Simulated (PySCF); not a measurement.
**HfO: density, localisation and related maps**

```xyz
2

Hf    0.0000    0.0000   -0.1406
O     0.0000    0.0000    1.5814
```

Core potentials replace the inner electrons of Hf.

All numbers below come from PBE0/def2-TZVPPD, non-relativistic Hamiltonian with scalar-relativistic core potentials where named, at a bond length of 1.722 Å (PySCF 2.14.0).

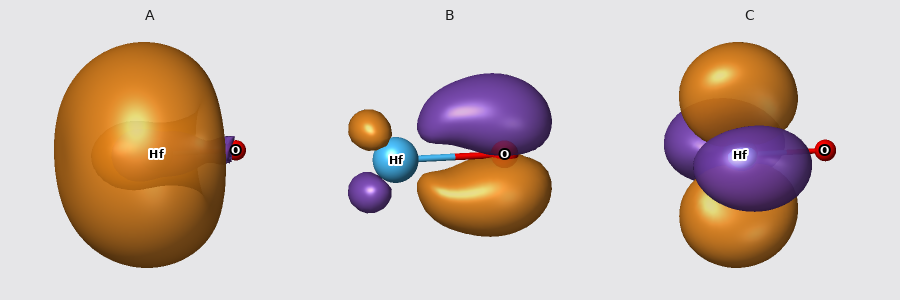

Figure 1. Three frontier orbitals, each drawn at the value that holds 80 % of its norm (orange and purple are the two phases), in no order; of a degenerate pair one member is drawn.

**Name the orbitals and rank them from lowest to highest energy.**

Orbital B: π, occupied, −9.38 eV; mainly on O (75 %).
Orbital A: σ, occupied, −5.79 eV; almost wholly on Hf.
Orbital C: δ, empty, −2.35 eV; almost wholly on Hf.

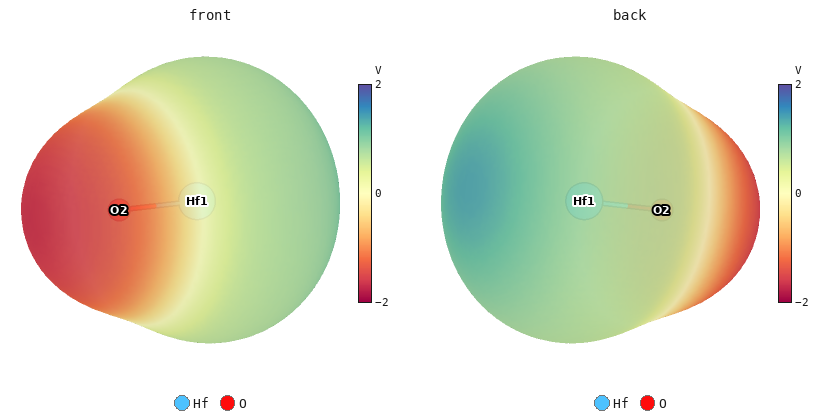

Figure 2. The molecular electrostatic potential painted on the density surface at 0.001 e/bohr³, seen from the front and from behind; the colour scale runs from red (negative) to blue (positive).

**Where is the surface potential most negative and most positive?**

The most negative region (about −1.7 V, or −39 kcal/mol for a unit charge) lies over O2, the most positive (about +1.4 V, or +32 kcal/mol for a unit charge) over Hf1. O2 is the likeliest acceptor of a hydrogen bond.

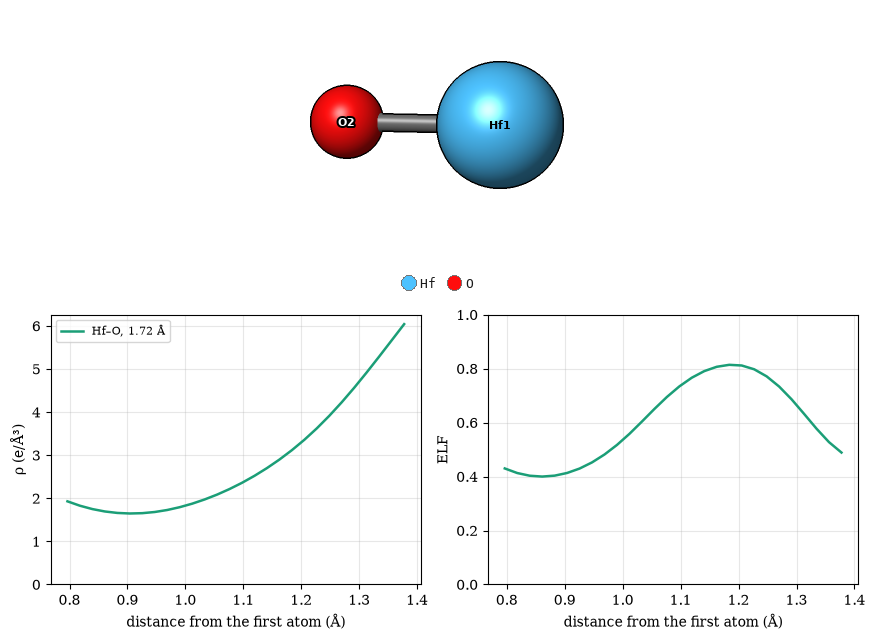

Figure 3. Electron density and electron localisation function along straight lines between neighbouring atoms. The curves leave out the atomic cores. The structure is drawn too.

**What can be read from the curves?**

Hf–O (1.72 Å): ρ is about 1.7 e/Å³ halfway; the ELF peaks at about 0.80 in the valence shell of O, 0.5 Å from its nucleus, and drops to about 0.40 between the two atoms.
